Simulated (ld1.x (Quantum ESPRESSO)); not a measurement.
# A PAW potential for cobalt, from input to tests

Aim: build the potential from the settings below, then test how well it stands in for the atom: other configurations, scattering, ghost states and the plane-wave cutoff that it needs.

Method: ld1.x (Quantum ESPRESSO) 7.5, PBE, scalar-relativistic.

## Step 1: Starting point

The settings as typed:

```json
{
  "element": "cobalt (Co, Z = 27)",
  "type": "PAW",
  "frozen core": "[Ar]",
  "valence charge": "9",
  "reference configuration": "3d7 4s1.5 4p0 (charge +0.5)",
  "partial waves": "4s (bound): rcut 1.90, rcutus 2.35 bohr; 4s channel at -0.3 Ry: rcut 1.90, rcutus 2.35 bohr; 4p (bound, empty): rcut 2.60, rcutus 2.85 bohr; 4p channel at 3.15 Ry: rcut 2.60, rcutus 2.85 bohr; 3d (bound): rcut 1.25, rcutus 1.45 bohr; 3d channel at 0.45 Ry: rcut 1.25, rcutus 1.45 bohr",
  "local potential": "all-electron potential smoothed inside 1.65 bohr (lloc = -2)",
  "core correction": "a·sin(br)/r model core inside 1.40 bohr",
  "augmentation charge": "PSQ, inside the norm-conserving radii"
}
```

The nodes and maxima of the atom's own shells, from an earlier all-electron run, set the scale for the radii.

All-electron outer shells of the reference configuration (PBE, scalar-relativistic, ld1.x):

```tsv
shell	level (eV)	outermost node (bohr)	outermost maximum (bohr)
3s	-106.61	0.31	0.66
3p	-69.85	0.28	0.68
3d	-12.39	–	0.66
4s	-8.99	0.96	2.26
4p	-4.21	1.05	2.94
```

## Step 2: The generation run

The input, Co.in:

```
 &input
   title='Co', zed=27., rel=1, dft='PBE', iswitch=3,
   config='[Ar] 3d7 4s1.5 4p0',
   nld=3, rlderiv=3.10, eminld=-3.0, emaxld=5.0, deld=0.02
 /
 &inputp
   pseudotype=3, lpaw=.true., tm=.true., lloc=-2, rcloc=1.65,
   nlcc=.true., rcore=1.40,
   which_augfun='PSQ', rmatch_augfun_nc=.true.,
   file_pseudopw='Co.UPF', file_wfcaegen='ae.wfc', file_wfcncgen='nc.wfc', file_beta='beta', file_chi='chi', file_wfcusgen='us.wfc'
 /
6
4S  1  0   1.50   0.00  1.90  2.35  0.0
4S  1  0   0.00  -0.30  1.90  2.35  0.0
4P  2  1   0.00   0.00  2.60  2.85  0.0
4P  2  1   0.00   3.15  2.60  2.85  0.0
3D  3  2   7.00   0.00  1.25  1.45  0.0
3D  3  2   0.00   0.45  1.25  1.45  0.0
 &test
   configts(1)='3d7 4s1.5 4p0'
 /
```

Started as:

```sh
ld1.x < Co.in > Co.out
```

Output in Co.out (without the banner and most projector matrices):

```text
     Program LD1 v.7.5
     --------------------------- All-electron run ----------------------------

     Co
     scalar relativistic calculation

     atomic number is 27.00
     dft =PBE   lsd =0 sic =0 latt =0  beta=0.20 tr2=1.0E-14
     Exchange-correlation= PBE
                           (   1   4   3   4   0   0   0)
     mesh =1193 r(mesh) =  99.89935 a.u. xmin = -7.00 dx = 0.01250
     1 Ry =  13.60569312 eV, c = 137.03599908

     n l     nl                  e(Ry)          e(Ha)          e(eV)
     1 0     1S 1( 2.00)      -558.3936      -279.1968     -7597.3314
     2 0     2S 1( 2.00)       -66.3803       -33.1901      -903.1498
     2 1     2P 1( 6.00)       -56.8949       -28.4475      -774.0949
     3 0     3S 1( 2.00)        -7.8360        -3.9180      -106.6148
     3 1     3P 1( 6.00)        -5.1342        -2.5671       -69.8541
     3 2     3D 1( 7.00)        -0.9107        -0.4554       -12.3909
     4 0     4S 1( 1.50)        -0.6607        -0.3303        -8.9888
     4 1     4P 1( 0.00)        -0.3091        -0.1545        -4.2050

     final scf error:  7.5E-15 reached in  27 iterations

     Etot =   -2786.030079 Ry,   -1393.015039 Ha,  -37905.870282 eV

     Ekin =    2822.016736 Ry,    1411.008368 Ha,   38395.493698 eV
     Encl =   -6666.177656 Ry,   -3333.088828 Ha,  -90697.967496 eV
     Eh   =    1176.570388 Ry,     588.285194 Ha,   16008.055631 eV
     Exc  =    -118.439546 Ry,     -59.219773 Ha,   -1611.452115 eV

     normalization and overlap integrals

     s(1S/1S) =  1.000000  <r> =   0.0562  <r2> =    0.0042  r(max) =   0.0366
     s(2S/2S) =  1.000000  <r> =   0.2555  <r2> =    0.0770  r(max) =   0.2131
     s(2P/2P) =  1.000000  <r> =   0.2250  <r2> =    0.0622  r(max) =   0.1723
     s(3S/3S) =  1.000000  <r> =   0.7738  <r2> =    0.6917  r(max) =   0.6648
     s(3P/3P) =  1.000000  <r> =   0.8163  <r2> =    0.7868  r(max) =   0.6816
     s(3D/3D) =  1.000000  <r> =   1.0597  <r2> =    1.5069  r(max) =   0.6648
     s(4S/4S) =  1.000000  <r> =   2.7438  <r2> =    8.7028  r(max) =   2.2629
     s(4P/4P) =  1.000000  <r> =   3.7233  <r2> =   16.2768  r(max) =   2.9422

     ------------------------ End of All-electron run ------------------------

     --------------------- Generating PAW atomic setup --------------------

      Generating local potential from pseudized AE potential:
      Matching radius rcloc =   1.6500
      Enforcing V''(0)=0 (lloc=-2)

      Local pseudo, rcloc= 1.656 Estimated cut-off energy=    11.69 Ry

      Computing core charge for nlcc:

       r > 1.41 : true rho core
       r < 1.41 : rho core = a sin(br)/r    a=   2.84  b=   1.93

      Integrated core pseudo-charge :   2.60
      Wfc-us  4S rcutus= 2.349  Estimated cut-off energy=     8.15 Ry
      Wfc-us  4S rcutus= 2.349  Estimated cut-off energy=     8.76 Ry
      Wfc-us  4P rcutus= 2.870  Estimated cut-off energy=     9.05 Ry
      Wfc-us  4P rcutus= 2.870  Estimated cut-off energy=    19.65 Ry
      Wfc-us  3D rcutus= 1.461  Estimated cut-off energy=    54.41 Ry
      Wfc-us  3D rcutus= 1.461  Estimated cut-off energy=    80.09 Ry

     Required augmentation: PSQ   radius:    2.850000

     Q pseudized with Bessel functions
     Expected ecutrho=     295.3993 due to l1=  2   l2=  2

     Estimated PAW energy = -161.194766 Ryd

     The PAW screened D coefficients
     0.85892     0.72552     0.00000     0.00000     0.00000     0.00000
     0.72552     0.61328     0.00000     0.00000     0.00000     0.00000
     0.00000     0.00000     0.21341     0.27294     0.00000     0.00000
     0.00000     0.00000     0.27294     0.54472     0.00000     0.00000
     0.00000     0.00000     0.00000     0.00000    -2.86129    -1.69670
     0.00000     0.00000     0.00000     0.00000    -1.69670    -1.09740

     The PAW descreened D coefficients (US)
     0.40768     0.33116     0.00000     0.00000     0.00000     0.00000
     0.33116     0.26885     0.00000     0.00000     0.00000     0.00000
     0.00000     0.00000     0.10317    -0.14970     0.00000     0.00000
     0.00000     0.00000    -0.14970     0.22988     0.00000     0.00000
     0.00000     0.00000     0.00000     0.00000    -0.14341     0.02349
     0.00000     0.00000     0.00000     0.00000     0.02349     0.04781

     ------------------- End of pseudopotential generation -------------------

     [... the all-electron block is printed once more ...]


     Computing logarithmic derivative in   3.11252
     Computing logarithmic derivative in   3.11252
     Computing the partial wave expansion
     R is outside the sphere for l=    0 j= 0.00
     R is outside the sphere for l=    0 j= 0.00
     R is outside the sphere for l=    1 j= 0.00
     R is outside the sphere for l=    1 j= 0.00
     R is outside the sphere for l=    2 j= 0.00
     R is outside the sphere for l=    2 j= 0.00

     ---------------------- Testing the pseudopotential ----------------------

     Co
     scalar relativistic calculation

     atomic number is 27.00   valence charge is  9.00
     dft = SLA  PW   PBX  PBC   lsd =0 sic =0 latt =0  beta=0.20 tr2=1.0E-14
     mesh =1193 r(mesh) =  99.89935 xmin = -7.00 dx = 0.01250

     n l     nl             e AE (Ry)        e PS (Ry)    De AE-PS (Ry)
     3 2     3D   1( 7.00)       -0.91071       -0.91072        0.00001
     1 0     4S   1( 1.50)       -0.66067       -0.66067        0.00000
     2 1     4P   1( 0.00)       -0.30907       -0.30907        0.00000

     eps = 2.0E-16  iter =  4

     Etot =   -2786.030079 Ry,   -1393.015039 Ha,  -37905.870282 eV
     Etotps =  -161.194781 Ry,     -80.597390 Ha,   -2193.166722 eV

     Ekin =     116.674636 Ry,      58.337318 Ha,    1587.439290 eV
     Encl =    -212.511683 Ry,    -106.255841 Ha,   -2891.368741 eV
     Ehrt =      53.081802 Ry,      26.540901 Ha,     722.214714 eV
     Ecxc =    -118.439536 Ry,     -59.219768 Ha,   -1611.451984 eV
     (Ecc =      -2.523465 Ry,      -1.261732 Ha,     -34.333485 eV)

     ---------------------- End of pseudopotential test ----------------------
```

Run time: 1.4 s. Hardware: 1 thread, shared host. (Generation and the later configuration tests together.)

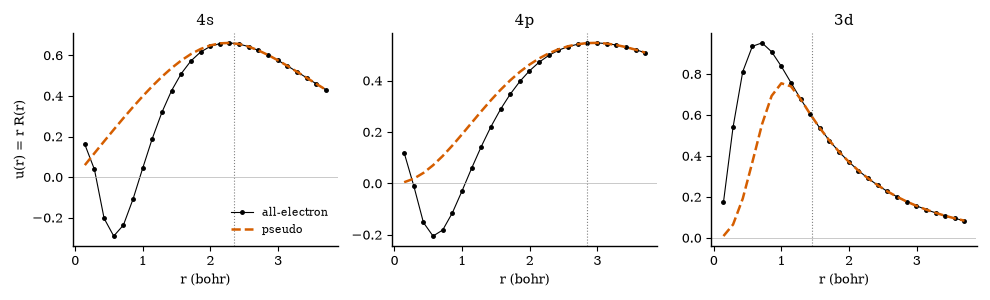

Bound waves of the atom and their pseudo partners (4s, 4p, 3d), with the matching radii dotted. The curves join 26 sampled radii, too few to resolve the innermost nodes.

## Step 3: Testing the new file in other configurations

The input, Co.test.in:

```
 &input
   title='Co', zed=27., rel=1, dft='PBE', iswitch=2,
   config='[Ar] 3d7 4s1.5 4p0'
 /
 &test
   file_pseudo='Co.UPF', nconf=8,
   configts(1)='3d7 4s1.5 4p0',
   configts(2)='3d7 4s2 4p0',
   configts(3)='3d7 4s1 4p0',
   configts(4)='3d7 4s0 4p0',
   configts(5)='3d7 4s0 4p1',
   configts(6)='3d8 4s0 4p0',
   configts(7)='3d6 4s0 4p0',
   configts(8)='3d6 4s2 4p1'
 /
```

Started as:

```sh
ld1.x < Co.test.in > Co.test.out
```

Co.test.out, the pseudopotential blocks, each with the warnings that came before it:

```text
     ---------------------- Testing the pseudopotential ----------------------

     Co
     scalar relativistic calculation

     atomic number is 27.00   valence charge is  9.00
     dft =SLA  PW   PBX  PBC   lsd =0 sic =0 latt =0  beta=0.20 tr2=1.0E-14
     mesh =1193 r(mesh) =  99.89935 xmin = -7.00 dx = 0.01250

     n l     nl             e AE (Ry)        e PS (Ry)    De AE-PS (Ry)
     3 2     3D   1( 7.00)       -0.91071       -0.91072        0.00001
     1 0     4S   1( 1.50)       -0.66067       -0.66067        0.00000
     2 1     4P   1( 0.00)       -0.30907       -0.30907        0.00000

     eps = 2.0E-16  iter =  4

     Etot =   -2786.030079 Ry,   -1393.015039 Ha,  -37905.870282 eV
     Etotps =  -161.194781 Ry,     -80.597390 Ha,   -2193.166722 eV

     Ekin =     116.674636 Ry,      58.337318 Ha,    1587.439290 eV
     Encl =    -212.511683 Ry,    -106.255841 Ha,   -2891.368741 eV
     Ehrt =      53.081802 Ry,      26.540901 Ha,     722.214714 eV
     Ecxc =    -118.439536 Ry,     -59.219768 Ha,   -1611.451984 eV
     (Ecc =      -2.523465 Ry,      -1.261732 Ha,     -34.333485 eV)

     ---------------------- End of pseudopotential test ----------------------

     ---------------------- Testing the pseudopotential ----------------------

     Co
     [...]
     n l     nl             e AE (Ry)        e PS (Ry)    De AE-PS (Ry)
     3 2     3D   1( 7.00)       -0.60298       -0.60348        0.00050
     1 0     4S   1( 2.00)       -0.40202       -0.40194       -0.00008
     2 1     4P   1( 0.00)       -0.09383       -0.09380       -0.00003

     eps = 9.6E-16  iter = 10

     Etot =   -2786.294851 Ry,   -1393.147426 Ha,  -37909.472698 eV
     Etotps =  -161.459559 Ry,     -80.729780 Ha,   -2196.769216 eV
     dEtot_ae =      -0.264773 Ry
     dEtot_ps =      -0.264778 Ry,   Delta E=       0.000006 Ry

     [...]
     ---------------------- End of pseudopotential test ----------------------

     ---------------------- Testing the pseudopotential ----------------------

     Co
     [...]
     n l     nl             e AE (Ry)        e PS (Ry)    De AE-PS (Ry)
     3 2     3D   1( 7.00)       -1.24646       -1.24603       -0.00043
     1 0     4S   1( 1.00)       -0.93803       -0.93816        0.00013
     2 1     4P   1( 0.00)       -0.54886       -0.54897        0.00011

     eps = 1.8E-15  iter =  9

     Etot =   -2785.631149 Ry,   -1392.815574 Ha,  -37900.442564 eV
     Etotps =  -160.795779 Ry,     -80.397889 Ha,   -2187.738021 eV
     dEtot_ae =       0.398930 Ry
     dEtot_ps =       0.399002 Ry,   Delta E=      -0.000072 Ry

     [...]
     ---------------------- End of pseudopotential test ----------------------

     ---------------------- Testing the pseudopotential ----------------------

     Co
     [...]
     n l     nl             e AE (Ry)        e PS (Ry)    De AE-PS (Ry)
     3 2     3D   1( 7.00)       -1.98916       -1.98857       -0.00059
     1 0     4S   1( 0.00)       -1.53869       -1.53928        0.00059
     2 1     4P   1( 0.00)       -1.07841       -1.07902        0.00061

     eps = 3.7E-17  iter =  8

     Etot =   -2784.397424 Ry,   -1392.198712 Ha,  -37883.656885 eV
     Etotps =  -159.561611 Ry,     -79.780805 Ha,   -2170.946313 eV
     dEtot_ae =       1.632655 Ry
     dEtot_ps =       1.633170 Ry,   Delta E=      -0.000515 Ry

     [...]
     ---------------------- End of pseudopotential test ----------------------

     ---------------------- Testing the pseudopotential ----------------------

     Co
     [...]
     n l     nl             e AE (Ry)        e PS (Ry)    De AE-PS (Ry)
     3 2     3D   1( 7.00)       -1.35700       -1.35667       -0.00033
     1 0     4S   1( 0.00)       -1.00643       -1.00660        0.00017
     2 1     4P   1( 1.00)       -0.60637       -0.60647        0.00010

     eps = 3.3E-15  iter =  9

     Etot =   -2785.236570 Ry,   -1392.618285 Ha,  -37895.074046 eV
     Etotps =  -160.401130 Ry,     -80.200565 Ha,   -2182.368550 eV
     dEtot_ae =       0.793509 Ry
     dEtot_ps =       0.793651 Ry,   Delta E=      -0.000142 Ry

     [...]
     ---------------------- End of pseudopotential test ----------------------

     ---------------------- Testing the pseudopotential ----------------------

     Co
     [...]
     n l     nl             e AE (Ry)        e PS (Ry)    De AE-PS (Ry)
     3 2     3D   1( 8.00)       -0.89978       -0.89158       -0.00820  !
     1 0     4S   1( 0.00)       -0.82023       -0.82337        0.00313
     2 1     4P   1( 0.00)       -0.46842       -0.47113        0.00271

     eps = 1.7E-15  iter = 12

     Etot =   -2785.819239 Ry,   -1392.909620 Ha,  -37903.001666 eV
     Etotps =  -160.976711 Ry,     -80.488355 Ha,   -2190.199725 eV
     dEtot_ae =       0.210839 Ry
     dEtot_ps =       0.218070 Ry,   Delta E=      -0.007231 Ry

     [...]
     ---------------------- End of pseudopotential test ----------------------

     Warning: n=3, l=2 expected 0 nodes, found 1
     ---------------------- Testing the pseudopotential ----------------------

     Co
     [...]
     n l     nl             e AE (Ry)        e PS (Ry)    De AE-PS (Ry)
     3 2     3D   1( 6.00)       -3.31966       -3.36450        0.04483  !
     1 0     4S   1( 0.00)       -2.38146       -2.38909        0.00764  !
     2 1     4P   1( 0.00)       -1.82341       -1.83038        0.00696  !

     eps = 4.8E-16  iter =  9

     Etot =   -2781.761040 Ry,   -1390.880520 Ha,  -37847.787048 eV
     Etotps =  -156.906799 Ry,     -78.453400 Ha,   -2134.825759 eV
     dEtot_ae =       4.269039 Ry
     dEtot_ps =       4.287982 Ry,   Delta E=      -0.018943 Ry

     [...]
     ---------------------- End of pseudopotential test ----------------------

     ---------------------- Testing the pseudopotential ----------------------

     Co
     [...]
     n l     nl             e AE (Ry)        e PS (Ry)    De AE-PS (Ry)
     3 2     3D   1( 6.00)       -1.11526       -1.13936        0.02410  !
     1 0     4S   1( 2.00)       -0.57203       -0.57239        0.00036
     2 1     4P   1( 1.00)       -0.19286       -0.19269       -0.00017

     eps = 5.8E-15  iter = 13

     Etot =   -2785.584838 Ry,   -1392.792419 Ha,  -37899.812478 eV
     Etotps =  -160.738599 Ry,     -80.369300 Ha,   -2186.960055 eV
     dEtot_ae =       0.445240 Ry
     dEtot_ps =       0.456182 Ry,   Delta E=      -0.010941 Ry

     [...]
     ---------------------- End of pseudopotential test ----------------------
```

The tests as a table, with energies relative to 3d7 4s1.5 4p0. A star marks tests that logged a warning.

```tsv
valence configuration	charge	ΔE all-electron (eV)	error AE − PS (meV)
3d7 4s2 4p0	0	-3.602	+0.1
3d7 4s1 4p0	+1	5.428	-1.0
3d7 4s0 4p0	+2	22.213	-7.0
3d7 4s0 4p1	+1	10.796	-1.9
3d8 4s0 4p0	+1	2.869	-98
3d6 4s0 4p0 *	+3	58.083	-258
3d6 4s2 4p1	0	6.058	-149
```

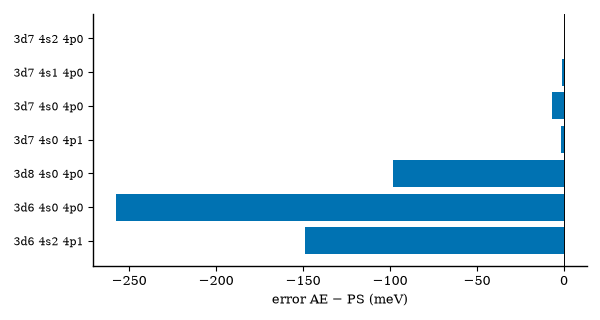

Error of the potential in each test configuration.

## Step 4: Logarithmic derivatives

Taken from the files of the generation run. The phase is arctan(r·u′/u) with u = r·R, unwrapped, with energies in Ry. A pole is an energy at which the radial function vanishes at the test radius. The pseudo phase is shifted by a multiple of π to meet the all-electron one at the reference energy. Levels narrower than the energy grid can be missing from the poles. The last column is the largest difference on the grid between −1 and +1 Ry.

| channel | radius (bohr) | reference (Ry) | poles AE | poles PS | window around the reference with phases within 0.05 rad (Ry) | largest difference near zero (rad) |
| --- | --- | --- | --- | --- | --- | --- |
| s | 3.11 | -0.66 | 0.12 | 0.12, 4.30 | below 2.1 | 0.000 |
| p | 3.11 | -0.31 | 0.92 | 0.92 | the whole range | 0.001 |
| d | 3.11 | -0.91 | -0.87, 2.38 | -0.87, 2.39 | below 4.6 | 0.000 |

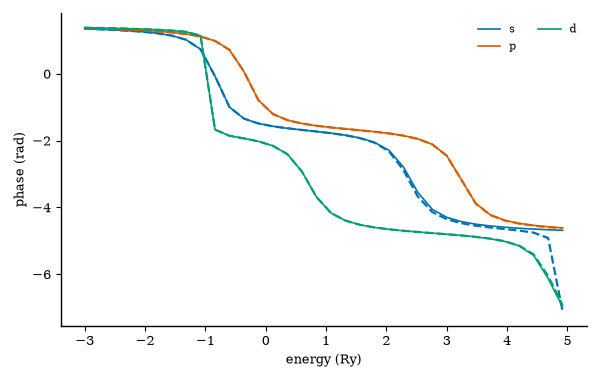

Phases by channel: all-electron solid, pseudo dashed.

## Step 5: Plane-wave convergence, by spherical Bessel functions

A separate test, outside the generator: the pseudo-atom's Hamiltonian at the reference potential is diagonalised in spherical Bessel functions j_l(qr) that vanish at 20 bohr, with q² up to the cutoff.

All-electron valence levels (Ry): 4s -0.6607, 4p -0.3091, 3d -0.9107. The lowest levels of each channel (Ry) by cutoff; the last column sums, over occupied levels, occupation times the distance from the level at 400 Ry. A positive value at high cutoff is not a bound level.

| cutoff (Ry) | s #1 | p #1 | d #1 | f #1 | Σ f·Δε (mRy) |
| --- | --- | --- | --- | --- | --- |
| 8 | -0.6606 | -0.3090 | -0.0705 | 0.0345 | 5882.0 |
| 18 | -0.6607 | -0.3091 | -0.4714 | 0.0345 | 3075.3 |
| 30 | -0.6607 | -0.3091 | -0.8238 | 0.0345 | 608.4 |
| 50 | -0.6607 | -0.3091 | -0.9098 | 0.0345 | 6.4 |
| 70 | -0.6607 | -0.3091 | -0.9103 | 0.0345 | 2.9 |
| 90 | -0.6607 | -0.3091 | -0.9106 | 0.0345 | 0.6 |
| 110 | -0.6607 | -0.3091 | -0.9107 | 0.0345 | 0.4 |
| 400 | -0.6607 | -0.3091 | -0.9107 | 0.0345 | 0.0 |

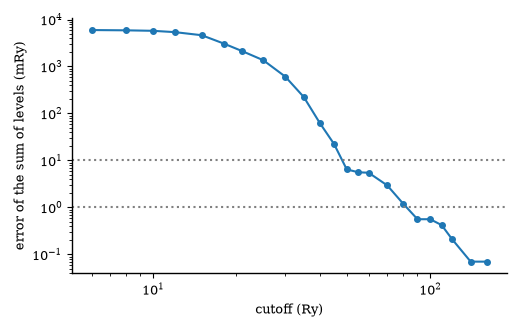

Occupation-weighted error of the valence levels against the cutoff; the dotted lines mark 10 and 1 mRy.

The sum stays within 10 mRy from 50 Ry and within 1 mRy from 90 Ry. The sum leaves out empty levels, which can need more. Ghost test: no level below the all-electron spectrum of its channel (s, p, d, f tested).

## Step 6: Outcome

| quantity | value |
| --- | --- |
| cutoffs for 10 and 1 mRy, occupied levels | 50 Ry and 90 Ry |
| bound ghosts | none found |
| largest test error (AE − PS) | -258 meV, for 3d6 4s0 4p0 (this test logged a warning) |
| largest phase difference near zero energy, channels read | 0.001 rad |
| lowest eigenvalue of the overlap (Bessel basis) | 0.398 (s) |
| density cutoff estimated by the generator | 295 Ry |

**Reading.** The worst unpolarised test, 3d6 4s0 4p0, is off by 258 meV on 58.1 eV; by total energies transferability rates as poor. That test lies far up in energy; among those under 40 eV, nearer to bonding, the largest error is 149 meV. By its cutoff, 50 Ry for the looser tolerance, it is of middling hardness. The slowest occupied level is 3d: taken alone it needs 50 Ry to come within 1 mRy, against 6 Ry or less for 4s. It is free of bound ghosts as far as tested. Near zero energy the phases of the channels with partial waves agree within 0.001 rad. These are tests on the free atom; a crystal test is still owed.
